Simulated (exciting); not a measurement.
# I L₃-edge absorption of Ca2AsI, all-electron BSE, part 3 of 3

Wanted: the near-edge spectrum and the bound core excitons at the I L₃ edge of Ca2AsI.

exciting sodium; X-ray absorption, core-level Bethe-Salpeter equation, exchange and statically screened direct term, Tamm-Dancoff, all-electron LAPW+lo LDA.

So far. Step 5 (Independent particles): Maxima (height): 12.2 eV (1.04) and 17.8 eV (0.90). The spectrum differs from the singlet run by 32 % r.m.s. Moving the earlier curve by +3.2 eV leaves 14 %. The highest maximum lies at 12.2 eV (1.04), against 9.8 eV (1.00). Step 6 (Exchange alone): Maxima (height): 12.2 eV (1.04) and 17.8 eV (0.90). The spectrum is that of the independent-particle run within 1 %.

### 7. A changed run

In this try the input is made faulty on purpose, to show what that does.

input.xml reads:

```
<input>
  <title>Ca2AsI</title>
  <structure speciespath="." autormt="false" epslat="1.0e-5">
    <crystal>
      <basevect>4.1545628842 2.3986379995 14.0406651034</basevect>
      <basevect>-4.1545628842 2.3986379995 14.0406651034</basevect>
      <basevect>0.0000000000 -4.7972759991 14.0406651034</basevect>
    </crystal>
    <species speciesfile="I.xml" rmt="2.300">
      <atom coord="0.0000000000 0.0000000000 0.0000000000"/>
    </species>
    <species speciesfile="As.xml" rmt="2.300">
      <atom coord="0.5000000000 0.5000000000 0.5000000000"/>
    </species>
    <species speciesfile="Ca.xml" rmt="2.464">
      <atom coord="0.7687000000 0.7687000000 0.7687000000"/>
      <atom coord="0.2313000000 0.2313000000 0.2313000000"/>
    </species>
  </structure>
  <groundstate do="skip" xctype="LDA_PW" ngridk="3 3 3" rgkmax="7" gmaxvr="14" nempty="8" swidth="0.001" maxscl="100" epsengy="1e-5"/>
  <xs xstype="BSE" ngridk="2 2 2" ngridq="2 2 2" vkloff="0.097 0.273 0.493" rgkmax="7" nempty="56" gqmax="0.6" lmaxapwwf="5" lmaxemat="3" broad="0.05659" tevout="true">
    <energywindow intv="163.940 165.557" points="439"/>
    <screening screentype="full" nempty="85"/>
    <BSE xas="true" xasspecies="1" xasatom="1" xasedge="L3" bsetype="singlet" nstlxas="1 52"/>
    <qpointset>
      <qpoint>0 0 0</qpoint>
    </qpointset>
    <plan>
      <doonly task="xsgeneigvec"/>
      <doonly task="screen"/>
      <doonly task="scrcoulint"/>
      <doonly task="exccoulint"/>
    </plan>
  </xs>
</input>
```

input.xml for the last start (plan only) reads:

```
  <plan>
    <doonly task="bse"/>
  </plan>
```

Run with:

```sh
$ OMP_NUM_THREADS=1 mpirun -n 4 exciting
$ OMP_NUM_THREADS=4 exciting
```

Numbers of over 12 decimals in the logs are rounded to 6 here.

The log of the run:

```text
| EXCITING SODIUM started for task xsgeneigvec ( 301)                          =
One-shot GS runs for BSE calculations
One-shot GS runs for k+qmt/2 grids
Info(xsgeneigvec): Generating eigenvectors for Q-point      1
Info(xsgeneigvec): Generation of eigenvectors finished
| EXCITING SODIUM started for task screen ( 430)                               =
Info(screenlauncher): Calculating screening for unshifted q-grid.
Info(screenlauncher): Number of q points:       4
Info(screenlauncher): lowest (partially)  unoccupied state:     27
[...]
Info(setup_bse_block): Setting up RR part of hamiltonian
Info(setup_bse_block): Singlet spin state
Info(bse): Diagonalizing RR Hamiltonian (TDA)
Info(bse): Invoking Lapack routine ZHEEVR
      1664 eigen solutions found in the interval:
         i1=       1 i2=    1664
Info(bse): Writing excition energies and oscillator strengths to text file.
Info(makespectrum_dist): Making spectrum using formula for coupling with time reversed AR basis.
Info(makespectrum_dist): Using formalism for vanishing momentum transfer.
Info(writederived): Writing quantities derived from the macroscopic dielectric function.
Info(bselauncher): Spectrum finished for iqmt=  1
Info(bselauncher): All done for BSE type singlet
```

Wall time 36 s (4 MPI ranks of Arm Neoverse V1, shared host).

The input has a fault: the cutoff of the kernels is far too low. The spectrum differs from the singlet run by 10 % r.m.s. The highest maximum lies at 10.5 eV (1.02), against 9.8 eV (1.00). The first bright state moves from -0.47 to -0.40 eV. The kernels miss the short-range part of the Coulomb interaction, its components above their cutoff.

```
E (eV)  first run  this run
 -11.0       0.03      0.03
 -10.0       0.03      0.03
  -9.0       0.04      0.04
  -8.0       0.05      0.04
  -7.0       0.06      0.05
  -6.0       0.07      0.06
  -5.0       0.09      0.08
  -4.0       0.12      0.10
  -3.0       0.17      0.14
  -2.0       0.26      0.21
  -1.0       0.43      0.35
   0.0       0.65      0.54
   1.0       0.70      0.60
   2.0       0.66      0.57
   3.0       0.69      0.59
   4.0       0.78      0.67
   5.0       0.83      0.74
   6.0       0.82      0.75
   7.0       0.86      0.79
   8.0       0.91      0.86
   9.0       0.97      0.93
  10.0       1.00      1.01
  11.0       0.94      1.00
  12.0       0.86      0.93
  13.0       0.77      0.84
  14.0       0.71      0.76
  15.0       0.71      0.75
  16.0       0.73      0.78
  17.0       0.69      0.78
  18.0       0.60      0.71
  19.0       0.52      0.62
```

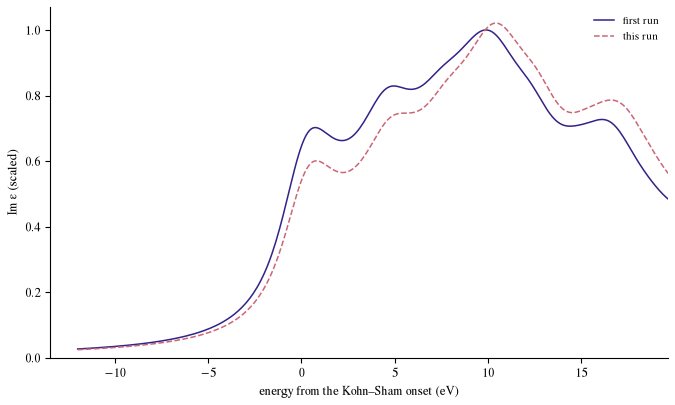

This run beside the first singlet run.

### 8. The levels of theory side by side

```
  level  curve passes 0.15 (eV)  highest maximum (eV)  its height
     IP                    -0.9                  12.2        1.04
    RPA                    -0.9                  12.2        1.04
singlet                    -3.2                   9.8        1.00
```

```
E (eV)    IP   RPA  singlet
 -11.0  0.02  0.02     0.03
 -10.0  0.02  0.02     0.03
  -9.0  0.03  0.03     0.04
  -8.0  0.03  0.03     0.05
  -7.0  0.03  0.03     0.06
  -6.0  0.04  0.04     0.07
  -5.0  0.05  0.05     0.09
  -4.0  0.06  0.06     0.12
  -3.0  0.08  0.08     0.17
  -2.0  0.10  0.10     0.26
  -1.0  0.14  0.14     0.43
   0.0  0.23  0.23     0.65
   1.0  0.35  0.35     0.70
   2.0  0.44  0.44     0.66
   3.0  0.45  0.45     0.69
   4.0  0.48  0.48     0.78
   5.0  0.55  0.55     0.83
   6.0  0.64  0.64     0.82
   7.0  0.68  0.68     0.86
   8.0  0.75  0.75     0.91
   9.0  0.82  0.82     0.97
  10.0  0.88  0.88     1.00
  11.0  0.98  0.98     0.94
  12.0  1.04  1.04     0.86
  13.0  1.02  1.02     0.77
  14.0  0.95  0.95     0.71
  15.0  0.86  0.86     0.71
  16.0  0.85  0.85     0.73
  17.0  0.89  0.89     0.69
  18.0  0.90  0.90     0.60
  19.0  0.86  0.86     0.52
```

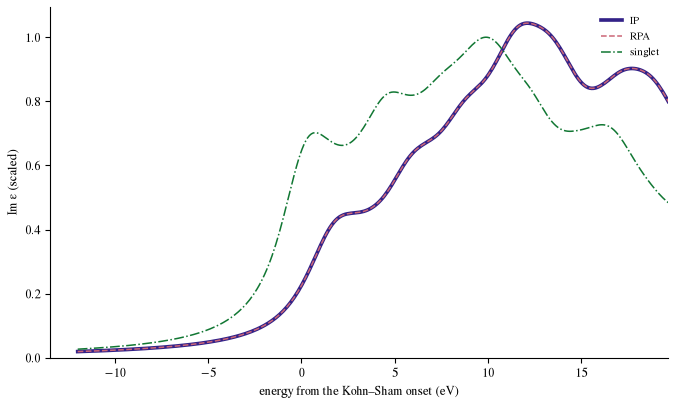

The spectrum at each level.

### 9. Results

```yaml
absorber_and_edge: I L₃, atom 1
surroundings: 6 Ca at 3.41 Å (distorted octahedral, site symmetry -3m)
first_bright_state: -0.47 eV from the Kohn–Sham onset, on this mesh
highest_maximum: 9.8 eV
cost_of_the_bse_run: 5.9 min on 4 MPI ranks of Arm Neoverse V1, shared host; the last task ran on as many threads
```

In words: Is a core exciton bound? Undecided on this mesh: the first bright state (over 5 % of the brightest) lies at -0.47 eV from the Kohn–Sham onset and at -0.58 eV from the lowest bare transition of its own mesh. Exchange alone changes the independent-particle spectrum by 0.0 % r.m.s. A mesh of 8 points doesn't converge binding energies, and fine structure above the first lines is partly noise of the mesh. The kernel cutoff is low for a compact core orbital, so the effect of exchange is a lower bound. The zero comes from the unshifted 3×3×3 ground-state mesh; it is exact only where the band minimum lies on that mesh. The conduction states carry no spin here, so the exchange coupling to the spinor core hole is only partly held. This core level is treated alone, with no coupling to its spin–orbit partner. The Kohn–Sham onset, 4473 eV, is no photon energy (tabulated edge of the element: 4557 eV): the scale needs a rigid shift. Bands and screening come from semilocal DFT, whose small gap overscreens. Vibrations and energy-dependent lifetimes are left out. The structure is a published determination, not relaxed.

[Banner, clock and machine lines of the logs are left out without a mark of their own.]

[Logs are printed without paths, hosts, clocks, repeated set-up lines and the standing remarks that a program may print on its own settings, such as how far it seeks lower states.]

[Hosts, paths, dates, database ids (printed as entryN), source tags and the programs' standing remarks are cut or masked in the printed files.]
